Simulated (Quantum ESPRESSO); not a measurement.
# NiO: orders under volume, part 2 of 2

Wanted: the trend of the moments of NiO with volume.

Quantum ESPRESSO 7.5; PBE with U = 6 eV on Ni d (ortho-atomic projectors); plane waves with GBRV 1.5 PBE potentials, no spin-orbit coupling.

So far, absolute magnetization (μB): step 2 (volume 0.91, ferro +) 2.01.

**5. Volume 1.09, ferro +**

pw.in reads:

```
&CONTROL
  calculation = 'scf'
  prefix = 'pwscf'
  outdir = './tmp'
  pseudo_dir = './pseudo'
  disk_io = 'nowf'
  tprnfor = .true.
  tstress = .true.
/
&SYSTEM
  ibrav = 0
  celldm(1) = 8
  nat = 2
  ntyp = 2
  ecutwfc = 40
  ecutrho = 280
  nbnd = 20
  occupations = 'smearing'
  smearing = 'fd'
  degauss = 0.00367493
  nspin = 2
  starting_magnetization(1) = 0.1111
  starting_magnetization(2) = 0
/
&ELECTRONS
  conv_thr = 4d-09
  electron_maxstep = 150
  mixing_beta = 0.3
/
ATOMIC_SPECIES
Ni     58.6934 ni_pbe_v1.4.uspp.F.UPF
O      15.9990 o_pbe_v1.2.uspp.F.UPF
CELL_PARAMETERS alat
   0.0000000000000    0.5077136725527    0.5077136725527
   0.5077136725527    0.0000000000000    0.5077136725527
   0.5077136725527    0.5077136725527    0.0000000000000
ATOMIC_POSITIONS crystal
Ni      0.0000000000    0.0000000000    0.0000000000
O       0.5000000000    0.5000000000    0.5000000000
K_POINTS automatic
10 10 10 0 0 0
HUBBARD {ortho-atomic}
U Ni-3d 6.0000
```

On the command line:

```bash
$ OMP_NUM_THREADS=1 mpirun -n 4 pw.x -nk 4 -in pw.in > pw.out
```

Output:

```text
     [... lines left out ...]
Program PWSCF v.7.5 starts
     [... lines left out ...]
     number of atoms/cell      =            2
     [... lines left out ...]
     number of electrons       =        24.00
     number of Kohn-Sham states=           20
     kinetic-energy cutoff     =      40.0000  Ry
     charge density cutoff     =     280.0000  Ry
     scf convergence threshold =      4.0E-09
     [... lines left out ...]
     48 Sym. Ops., with inversion, found
     [... lines left out ...]
     number of k points=    47  Fermi-Dirac smearing, width (Ry)=  0.0037
     [... lines left out ...]
     iteration # 13     ecut=    40.00 Ry     beta= 0.30
     [... lines left out ...]
     Magnetic moment per site  (integrated on atomic sphere of radius R)
     atom   1 (R=0.209)  charge= 15.6932  magn=  1.7493
     atom   2 (R=0.209)  charge=  5.8075  magn=  0.1949
     [... lines left out ...]
     Tr[ns(  1)] (up, down, total) =   4.97917  3.20807  8.18724
     [... lines left out ...]
     the Fermi energy is    12.8167 ev
!    total energy              =    -375.42173775 Ry
     estimated scf accuracy    <          6.9E-11 Ry
     smearing contrib. (-TS)   =      -0.00000000 Ry
     [... lines left out ...]
     total magnetization       =     2.00 Bohr mag/cell
     absolute magnetization    =     2.01 Bohr mag/cell
     convergence has been achieved in  13 iterations
     [... lines left out ...]
     Total force =     0.000000     Total SCF correction =     0.000000
     [... lines left out ...]
          total   stress  (Ry/bohr**3)                   (kbar)     P=      -65.23
     [... lines left out ...]
```

It took 6.5 s on 4 MPI ranks of Arm Neoverse V2, shared host; peak memory 0.27 GiB; 26 s of CPU time.

This step gave:

```yaml
smearing_term_ts: 1.03e-10 eV
pressure: -6.523 GPa
magnetization: 2 μB
absolute_magnetization: 2.014 μB
final_state: ferromagnetic
largest_moment: 1.749 μB
```

**6. The series**

The runs not shown differ from these in the moved quantity alone.

States, by row:

| volume | ferro + | antiferro q=(0,0,1/2) +- | no spin polarisation |
| --- | --- | --- | --- |
| 0.91 | ferromagnetic | antiferromagnetic | non-magnetic |
| 0.94 | ferromagnetic | antiferromagnetic | non-magnetic |
| 0.97 | ferromagnetic | antiferromagnetic | non-magnetic |
| 1 | ferromagnetic | antiferromagnetic | non-magnetic |
| 1.03 | ferromagnetic | antiferromagnetic | non-magnetic |
| 1.06 | ferromagnetic | antiferromagnetic | non-magnetic |
| 1.09 | ferromagnetic | antiferromagnetic | non-magnetic |

Largest site moment against volume:

| volume (factor) | ferro + (μB) | antiferro q=(0,0,1/2) +- (μB) |
| --- | --- | --- |
| 0.9100 | 1.71 | 1.64 |
| 0.9400 | 1.72 | 1.65 |
| 0.9700 | 1.72 | 1.66 |
| 1.0000 | 1.73 | 1.68 |
| 1.0300 | 1.74 | 1.69 |
| 1.0600 | 1.74 | 1.69 |
| 1.0900 | 1.75 | 1.70 |

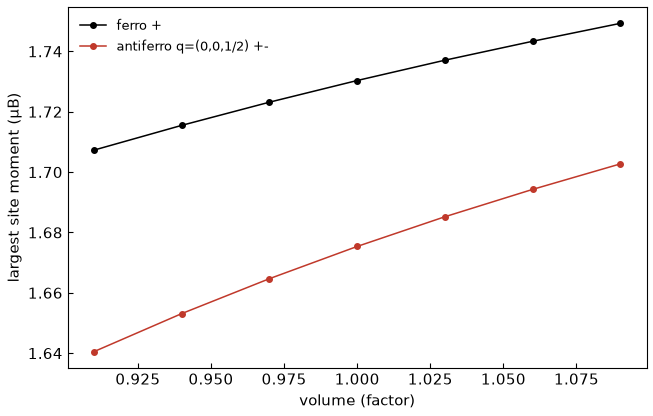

Largest site moment against volume.

Table of energy less that of the parallel start by volume; values in meV a seeded atom:

| volume (factor) | antiferro q=(0,0,1/2) +- | no spin polarisation |
| --- | --- | --- |
| 0.9100 | -139 | 1753 |
| 0.9400 | -125 | 1821 |
| 0.9700 | -114 | 1882 |
| 1.0000 | -103 | 1938 |
| 1.0300 | -94.2 | 1989 |
| 1.0600 | -86.2 | 2035 |
| 1.0900 | -79.1 | 2078 |

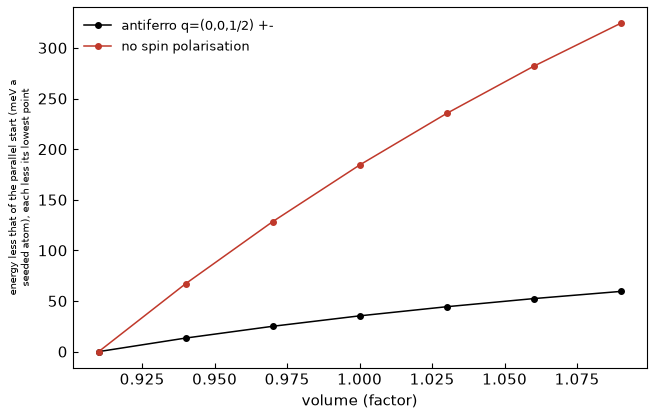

Energy less that of the parallel start, plotted against volume. Each curve is drawn from its own lowest point.

The energy over the lowest by volume; values in meV an atom:

| volume (factor) | ferro + | antiferro q=(0,0,1/2) +- | no spin polarisation |
| --- | --- | --- | --- |
| 0.9100 | 212 | 143 | 1089 |
| 0.9400 | 149 | 86.3 | 1059 |
| 0.9700 | 102 | 45.7 | 1043 |
| 1.0000 | 70.9 | 19.2 | 1040 |
| 1.0300 | 51.8 | 4.70 | 1046 |
| 1.0600 | 43.1 | 0 | 1061 |
| 1.0900 | 43.2 | 3.68 | 1082 |

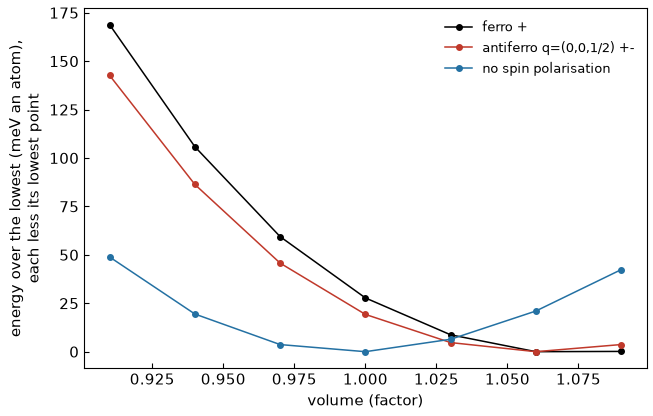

Energy over the lowest, plotted against volume. Each curve is drawn from its own lowest point.

**7. What came out**

```json
{"moment, parallel start": "1.71 to 1.75 μB", "states met from these starts": "antiferromagnetic and ferromagnetic"}
```

What this shows: The moment of the parallel start goes from 1.71 μB at 0.91 to 1.75 μB at 1.09. The net moment of the cell goes from 2 to 2 μB. The radius of the spheres follows the nearest distance, so part of the change of the site moments is the spheres'. The largest moment of the start antiferro q=(0,0,1/2) +- lies between 1.64 and 1.70 μB. The start antiferro q=(0,0,1/2) +- lies under the parallel one at every finished point, by 79.1 to 139 meV a seeded atom.

[Logs and program files are shortened in this print: banners, set-up blocks, solver, clock and traceback lines can be left out without a mark of their own.]

[Logs are printed without paths, hosts, clocks, repeated set-up lines and the standing remarks that a program may print on its own settings, such as how far it seeks lower states.]

[Hosts, paths, dates, database ids (printed as entryN), source tags and the programs' standing remarks are cut or masked in the printed files.]

[Where a cell is said to come from a database of computed structures, the database is the Materials Project.]
